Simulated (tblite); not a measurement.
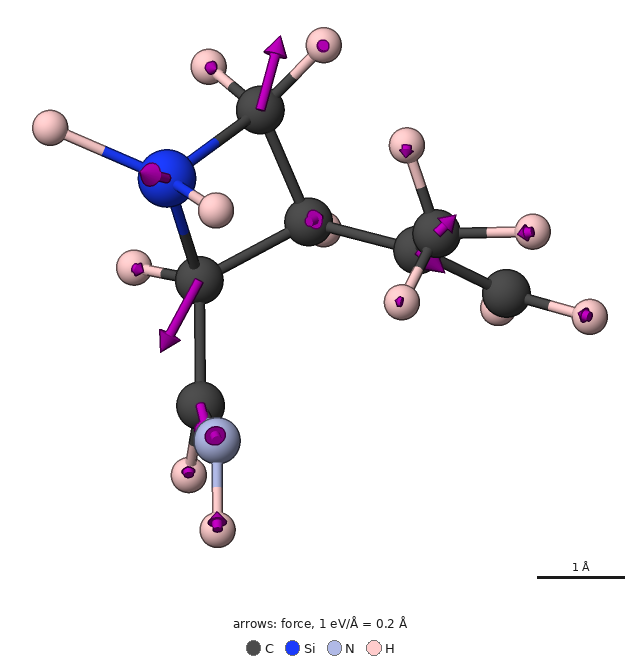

Starting geometry of C$_{7}$H$_{13}$NSi with the computed forces as purple arrows. The picture is a ball-and-stick view, seen face on.

Computed with GFN2-xTB geometry optimisation, gas phase in tblite. 

Question: What follows when this structure is relaxed?

Answer: It isn't relaxed: the largest force vector, on a C atom, is 4.82 eV/Å. The final displacements have little in common with the starting forces (cosine between the two patterns 0.13). The largest move after the best rigid fit is that of an H atom, 1.45 Å. Largest moves by element: H 1.45 Å, N 0.55 Å, C 0.48 Å, Si 0.26 Å. Some distances before and after: C–Si 1.830 → 1.918 Å, C–C 1.477 → 1.556 Å, C–N 1.299 → 1.257 Å, C–H 1.128 → 1.087 Å. Bond angles that change, for instance: N–C–H 115.5° → 124.5°, C–C–C 89.5° → 98.0°, C–C–H 123.0° → 115.4°. Groups turn about C–C by about 55°, C–C by about 20°. After 182 geometry steps the energy has fallen by 109.0 kJ/mol.
